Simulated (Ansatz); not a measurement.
Frequency calculation, with input and output: C₂H₆BCl

System: C₂H₆BCl.
Method: UKS PBE0-D4/def2-SVP (Ansatz 0.2.0).

It belongs to a series of runs on one base structure; here: vibrations at the highest image of the band.

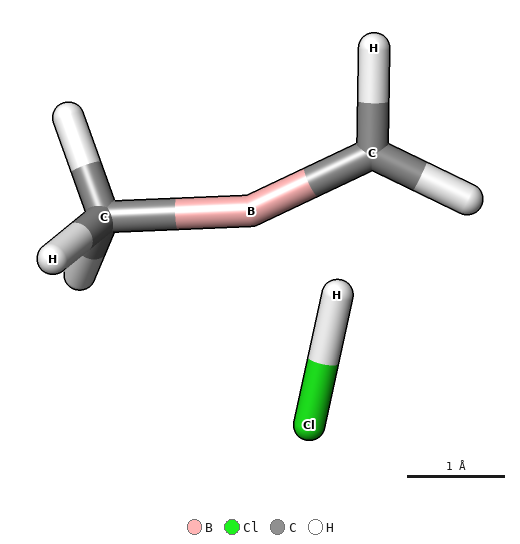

**Figure 1.** The structure (stick view, seen at a tilt). Bond lengths as drawn: B–C 1.42 to 1.54 Å, Cl–H 1.42 Å and C–H 1.09 to 1.10 Å.

Input
```yaml
crystal:
  periodic: [false, false, false]
  atoms:
    - { symbol: B, position_ang: [-0.189651, 0.101384, 0.070911] }
    - { symbol: Cl, position_ang: [-0.070705, -1.090827, -2.03488] }
    - { symbol: C, position_ang: [-0.381076, 1.385342, -0.503004] }
    - { symbol: H, position_ang: [0.346144, 0.180192, -1.544266] }
    - { symbol: C, position_ang: [0.247528, -0.926446, 1.124702] }
    - { symbol: H, position_ang: [-0.914271, 1.621594, -1.425209] }
    - { symbol: H, position_ang: [-0.079082, 2.254649, 0.096018] }
    - { symbol: H, position_ang: [-0.535794, -1.683694, 1.284326] }
    - { symbol: H, position_ang: [1.177699, -1.445082, 0.850866] }
    - { symbol: H, position_ang: [0.399109, -0.397211, 2.080536] }
magnetization:
  spin_polarized: true
basis:
  gaussian: { orbitals: def2-SVP }
hamiltonian:
  xc: pbe0
  dispersion: d4
phonons: {}
```

Run on 2 threads of Intel Xeon @ 2.50GHz (Skylake/Cascade Lake), 189 GiB of memory available, shared host.

Launched with:
```bash
ansatz run input.yaml --threads 2 --pin off --max-ram 3072MiB --backend cpu --events-out ev --progress --plain --runs-dir out
```

Log
```
Engine: ansatz 0.2.0, x86_64-unknown-linux-gnu
Functional definition: PBE0
  parameter a = 0.25
  parameter kappa = 0.804
  parameter beta = 0.06672455060314922
  exchange = (1 - a)*pbe_x(kappa = kappa, mu = beta*pi^2/3) + a*exact_x
  correlation = pbe_c(beta = beta)
997 factors; integrals over basis functions are off by at most 2.6e-4 eV
mean field evaluation 1: about -15347.9692 eV, gradient 3.9e1 eV
mean field evaluation 2: about -15343.9293 eV, gradient 4.5e1 eV
mean field evaluation 4: about -15355.5878 eV, gradient 2.1e0 eV
mean field evaluation 8: about -15355.6379 eV, gradient 1.6e-1 eV
mean field evaluation 16: about -15355.6380 eV, gradient 8.0e-5 eV
mean field -15355.63802795 eV, -564.3092891017 hartree, gradient 8.0e-5 eV, S^2 0.000000; 0 other end points of the search recorded, 0 dependent functions left out
the calculation of the forces begins
reference -15355.63805316 eV, -564.3092900285 hartree; 20, 20 occupied and 70, 70 virtual orbitals, 997 factors
these checks for a lower state are left out or cut short: stability, starts, cluster_reference, orbital_swaps, neighbouring_geometries, increment
997 factors; integrals over basis functions are off by at most 2.6e-4 eV
mean field -15355.63800956 eV, -564.3092884261 hartree, gradient 2.0e-6 eV, S^2 0.000000; 0 other end points of the search recorded, 0 dependent functions left out
[... from here on the field's lines of each further geometry are left out, up to the last ...]
the calculation of the forces begins
reference -15355.63797714 eV, -564.3092872347 hartree; 20, 20 occupied and 70, 70 virtual orbitals, 997 factors
these checks for a lower state are left out or cut short: stability, starts, cluster_reference, orbital_swaps, neighbouring_geometries, increment
997 factors; integrals over basis functions are off by at most 2.6e-4 eV
mean field -15355.63794080 eV, -564.3092858990 hartree, gradient 2.4e-6 eV, S^2 0.000000; 0 other end points of the search recorded, 0 dependent functions left out
the calculation of the forces begins
reference -15355.63796601 eV, -564.3092868257 hartree; 20, 20 occupied and 70, 70 virtual orbitals, 997 factors
WARN: phonons: modes at or below zero, which the zero-point energy, F, S and C_V leave out: 1, the lowest at -446.20 cm⁻¹. A minimum has none, and a first-order saddle one
Total energy: -15355.79773197 eV, -564.3151581162 hartree
Atom 0 at    -0.189651     0.101384     0.070911 Å, force     0.003569     0.005257     0.005488 eV/Å
Atom 1 at    -0.070705    -1.090827    -2.034880 Å, force     0.002891     0.004355     0.000843 eV/Å
Atom 2 at    -0.381076     1.385342    -0.503004 Å, force    -0.009837    -0.004434     0.014832 eV/Å
Atom 3 at     0.346144     0.180192    -1.544266 Å, force    -0.003793    -0.002196    -0.004915 eV/Å
Atom 4 at     0.247528    -0.926446     1.124702 Å, force    -0.000051    -0.002485    -0.004925 eV/Å
Atom 5 at    -0.914271     1.621594    -1.425209 Å, force     0.005143    -0.003784    -0.005607 eV/Å
Atom 6 at    -0.079082     2.254649     0.096018 Å, force     0.003509     0.002322    -0.005455 eV/Å
Atom 7 at    -0.535794    -1.683694     1.284326 Å, force    -0.000824     0.000899    -0.000110 eV/Å
Atom 8 at     1.177699    -1.445082     0.850866 Å, force    -0.000404    -0.000748     0.000528 eV/Å
Atom 9 at     0.399109    -0.397211     2.080536 Å, force    -0.000202     0.000813    -0.000680 eV/Å
Dipole moment:     0.114716     0.053667     0.322476 e Å
Vibrations: -446.20 153.98 195.90 274.44 306.30 372.82 618.68 684.33 780.85 807.57 860.37 892.33 919.76 1281.74 1342.10 1407.60 1421.12 1553.89 1666.18 3057.83 3153.20 3153.99 3171.32 3266.57 cm⁻¹, zero-point energy 1.943009 eV
```

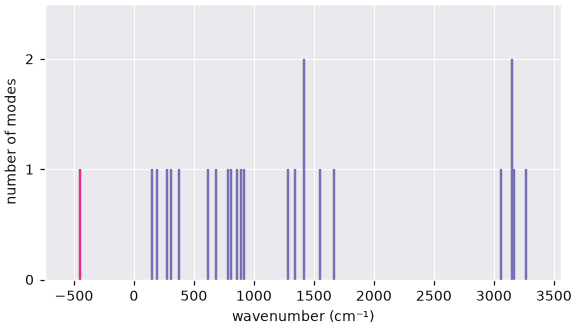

**Figure 2.** Harmonic vibrational wavenumbers from the force constants; neighbouring modes closer than 17 cm⁻¹ are counted in one stick, and imaginary ones are drawn at negative wavenumbers. 24 modes from 446i to 3267 cm⁻¹, 1 imaginary beyond 8i (446i cm⁻¹): a first-order saddle point, if the geometry is stationary.

Summary

| quantity | value |
| --- | --- |
| outcome | converged |
| total energy | −15355.7977 eV |
| mean-field energy | −15355.6381 eV |
| largest force (length of the vector) | 0.018 eV/Å |
| wall time | 3.5 min (CPU time 6.6 min) |
| peak memory | 0.25 GiB |
